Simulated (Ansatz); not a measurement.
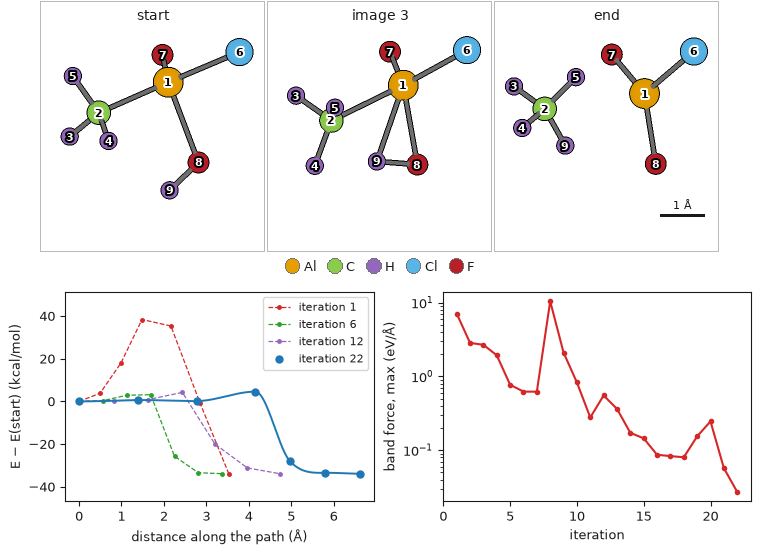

NEB run on CH₄AlClF₂. Images are numbered from 0 (start) to 6 (end). The plot follows the band through its iterations. Style: ball-and-stick. Shown at a tilt.

Theory: Ansatz, RKS B3LYP-D4/def2-SVP. Set-up: 5 movable images; climbing image; force threshold 0.05 eV/Å; iteration limit 60; starting path through a guess of the saddle point.

Judge this run.

The run is converged, with reservations. The band converged in 22 iterations. The largest component of the band force went from 7.1 to 0.027 eV/Å. The climbing image converged on the top of the path. Its vibrational analysis gives one imaginary mode (731i cm⁻¹), as a transition state must have. The first iteration put the highest image at 38.4 kcal/mol. The highest point, image 3, lies 4.6 kcal/mol above the start and 38.5 kcal/mol above the end; the end is at −33.9 kcal/mol relative to the start.

The run took 4.9 min on 2 threads of Intel(R) Xeon(R) Platinum 8259CL CPU @ 2.50GHz (Skylake/Cascade Lake), with other jobs on the host, peak memory 0.24 GiB.
